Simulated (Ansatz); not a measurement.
**H₂O (triplet): correlated methods under varied settings at distance H1–H2 along a hydrogen transfer = 1.031 Å**

What do other methods and options give for H₂O (triplet) at this geometry, and how long do they take?

The runs use Ansatz 0.2.0, Gaussian basis; the settings change from run to run.

11 further runs of the same task are left out: 1 for a mislabelled method, 9 that didn't finish, 1 set aside as unsound or not needed.

**1. The geometry**

The geometry derives from fragments relaxed apart (PBE0/def2-TZVP) and kept rigid, so it is no stationary point. A hydrogen atom is moved between rigid fragments.

3 atoms, charge 0, spin multiplicity 3.

Atoms are counted from 1 here; the program's logs count them from 0.

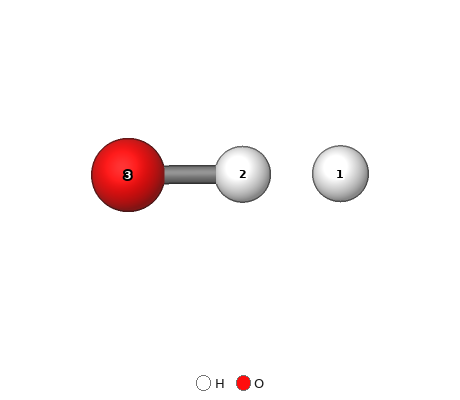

The geometry (hydrogen white, oxygen red); atoms are numbered from 1 in the order of the file.

**2. CASSCF(8,5)/6-31G***

File in.yaml:

```yaml
crystal:
  periodic: [false, false, false]
  atoms:
    - {symbol: H, position_ang: [0.000000, 0.000000, -1.089000]}
    - {symbol: H, position_ang: [0.000000, 0.000000, -0.058000]}
    - {symbol: O, position_ang: [0.000000, 0.000000, 1.147000]}
basis:
  gaussian: {orbitals: "6-31G*"}
magnetization: {spin_polarized: false, initial_magnetization: 2}
correlation: {active_space: {window: {electrons: 8, orbitals: 5}}}
```

The run is started by

```sh
$ ansatz run in.yaml --threads 1 --pin off --events-out ev --progress --plain --max-ram 2393MiB
```

Standard output:

```text
Functional definition: HF
  name "HF"
  cite "Fock, Z. Phys. 61, 126 (1930) doi:10.1007/BF01340294"
  parent pbe
  exchange = exact_x
  correlation = 0
189 factors; integrals over basis functions are off by at most 9.2e-4 eV
mean field evaluation 1: about -2062.8622 eV, gradient 1.1e1 eV
mean field evaluation 2: about -2062.8627 eV, gradient 1.1e1 eV
mean field evaluation 4: about -2063.3975 eV, gradient 1.7e0 eV
mean field evaluation 8: about -2063.4061 eV, gradient 7.0e-4 eV
mean field evaluation 16: about -2062.6154 eV, gradient 1.1e-5 eV
mean field evaluation 32: about -2062.6619 eV, gradient 6.9e-1 eV
mean field evaluation 64: about -2063.4049 eV, gradient 4.5e-1 eV
mean field -2063.40612642 eV, -75.8287765190 hartree, gradient 7.9e-6 eV, S^2 2.000000; 9 other end points of the search recorded, 0 dependent functions left out
reference -2063.40612642 eV, -75.8287765190 hartree; 6, 4 occupied and 13, 15 virtual orbitals, 189 factors
state -2063.40612642 eV, -75.8287765190 hartree
Total energy: -2063.40612642 eV, -75.8287765190 hartree
```

Wall time 0.12 s (1 thread of Arm Neoverse V2, shared host).

From the report: 25 determinants; active occupations 2.00, 2.00, 2.00, 1.00, 1.00. With so small a space the active step adds no correlation: the energy is the mean field's.

**3. FCI/6-31G**

Edit in.yaml of step 2 so:

```diff
@@ -7,4 +7,6 @@
 basis:
-  gaussian: {orbitals: "6-31G*"}
+  gaussian: {orbitals: 6-31G}
 magnetization: {spin_polarized: false, initial_magnetization: 2}
-correlation: {active_space: {window: {electrons: 8, orbitals: 5}}}
+correlation: {method: fci, electrons: outside_noble_gas}
+accuracy: high
+output: {forces: true}
```

The command is unchanged.

Standard output, shortened:

```text
Functional definition: HF
  name "HF"
  cite "Fock, Z. Phys. 61, 126 (1930) doi:10.1007/BF01340294"
  parent pbe
[...]
220 factors; integrals over basis functions are off by at most 4.0e-9 eV
[...]
mean field -2063.20665094 eV, -75.8214459302 hartree, gradient 3.3e-8 eV, S^2 2.000000; 11 other end points of the search recorded, 0 dependent functions left out
[...]
determinant -2063.20665094 eV, -75.8214459302 hartree, with singles and doubles -2066.53510790 eV, -75.9437644677 hartree
determinant -2062.47241181 eV, -75.7944631402 hartree, with singles and doubles -2064.84311596 eV, -75.8815849106 hartree
1 core orbitals not correlated: weight in the atoms' cores, before any rotation towards them, 1.000 or more for the frozen orbitals, at most 0.000 for the correlated occupied ones
reference -2063.20665094 eV, -75.8214459302 hartree; 5, 3 occupied and 7, 9 virtual orbitals, 220 factors
state -2066.58258921 eV, -75.9455093735 hartree
[...]
Total energy: -2066.58258921 eV, -75.9455093735 hartree
Atom 0 at     0.000000     0.000000    -1.089000 Å, force    -0.000000    -0.000000     0.666041 eV/Å
Atom 1 at     0.000000     0.000000    -0.058000 Å, force    -0.000000     0.000000    -0.507153 eV/Å
Atom 2 at     0.000000     0.000000     1.147000 Å, force    -0.000000    -0.000000    -0.158888 eV/Å
Dipole moment:     0.000000    -0.000000    -0.269160 e Å
```

Wall time 0.87 s (1 thread of Arm Neoverse V2, shared host).

From the report: 61,184 determinants, symmetry B2.

**4. CASSCF(8,6)/def2-SVPD**

Edit in.yaml of step 3 so:

```diff
@@ -7,6 +7,5 @@
 basis:
-  gaussian: {orbitals: 6-31G}
+  gaussian: {orbitals: def2-SVPD}
 magnetization: {spin_polarized: false, initial_magnetization: 2}
-correlation: {method: fci, electrons: outside_noble_gas}
-accuracy: high
+correlation: {active_space: {window: {electrons: 8, orbitals: 6}}}
 output: {forces: true}
```

Same command.

Standard output, shortened:

```text
Functional definition: HF
  name "HF"
  cite "Fock, Z. Phys. 61, 126 (1930) doi:10.1007/BF01340294"
  parent pbe
[...]
381 factors; integrals over basis functions are off by at most 1.3e-3 eV
[...]
mean field -2062.07596454 eV, -75.7798939716 hartree, gradient 1.6e-6 eV, S^2 2.000000; 7 other end points of the search recorded, 0 dependent functions left out
reference -2062.07596454 eV, -75.7798939716 hartree; 6, 4 occupied and 33, 35 virtual orbitals, 381 factors
state -2063.29474245 eV, -75.8246832337 hartree
[...]
Total energy: -2063.29474245 eV, -75.8246832337 hartree
Atom 0 at     0.000000     0.000000    -1.089000 Å, force     0.000000    -0.000000     0.250659 eV/Å
Atom 1 at     0.000000     0.000000    -0.058000 Å, force     0.000000     0.000000     0.667527 eV/Å
Atom 2 at     0.000000     0.000000     1.147000 Å, force    -0.000000     0.000000    -0.918186 eV/Å
Dipole moment:     0.000000     0.000000    -0.254866 e Å
```

Wall time 0.51 s (1 thread of Arm Neoverse V2, shared host).

From the report: 225 determinants; active occupations 2.00, 2.00, 1.95, 1.00, 1.00, 0.05.

**5. NEVPT4(SD)(4,5)/6-31G**

Edit in.yaml of step 4 so:

```diff
@@ -7,5 +7,4 @@
 basis:
-  gaussian: {orbitals: def2-SVPD}
+  gaussian: {orbitals: 6-31G}
 magnetization: {spin_polarized: false, initial_magnetization: 2}
-correlation: {active_space: {window: {electrons: 8, orbitals: 6}}}
-output: {forces: true}
+correlation: {method: fic_nevpt4_sd, electrons: valence, active_space: {window: {electrons: 4, orbitals: 5}}}
```

Same command.

Standard output, shortened:

```text
Functional definition: HF
  name "HF"
  cite "Fock, Z. Phys. 61, 126 (1930) doi:10.1007/BF01340294"
  parent pbe
[...]
139 factors; integrals over basis functions are off by at most 7.2e-4 eV
[...]
mean field -2063.20658461 eV, -75.8214434929 hartree, gradient 2.4e-6 eV, S^2 2.000000; 11 other end points of the search recorded, 0 dependent functions left out
reference -2063.20658461 eV, -75.8214434929 hartree; 6, 4 occupied and 7, 9 virtual orbitals, 139 factors
state -2064.56654582 eV, -75.8714211454 hartree
state -2064.56654582 eV, -75.8714211454 hartree; corrected -2066.53201612 eV, -75.9436508468 hartree
state -2064.52221702 eV, -75.8697920919 hartree
state -2064.52221702 eV, -75.8697920919 hartree; corrected -2066.52531264 eV, -75.9434044985 hartree
state -2064.56654582 eV, -75.8714211454 hartree; corrected -2066.53201612 eV, -75.9436508468 hartree
Total energy: -2066.53201612 eV, -75.9436508468 hartree
```

It took 0.9 s on 1 thread of Arm Neoverse V2, shared host.

From the report: 48 determinants; active occupations 1.95, 1.00, 1.00, 0.05, 0.00.

**6. All runs side by side**

| level | correlated | functions | energy (eV) | time |
| --- | --- | --- | --- | --- |
| CASSCF(8,5)/6-31G* |  | 19 | -2063.4061 | 0.12 s |
| FCI/6-31G | outside noble gas | 13 | -2066.5826 | 0.87 s |
| CASSCF(8,6)/def2-SVPD |  | 39 | -2063.2947 | 0.51 s |
| NEVPT4(SD)(4,5)/6-31G | valence | 13 | -2066.5320 | 0.9 s |

**7. Outcome**

| quantity | value |
| --- | --- |
| runs | 4 |
| quickest | CASSCF(8,5)/6-31G*, 0.12 s |
| slowest | NEVPT4(SD)(4,5)/6-31G, 0.9 s |

**Reading.** Total energies in different bases, with other cores or another treatment of relativity can't be set against each other. NEVPT4(SD)(4,5)/6-31G took 8 times as long as CASSCF(8,5)/6-31G*; the jobs differ in more than the method.
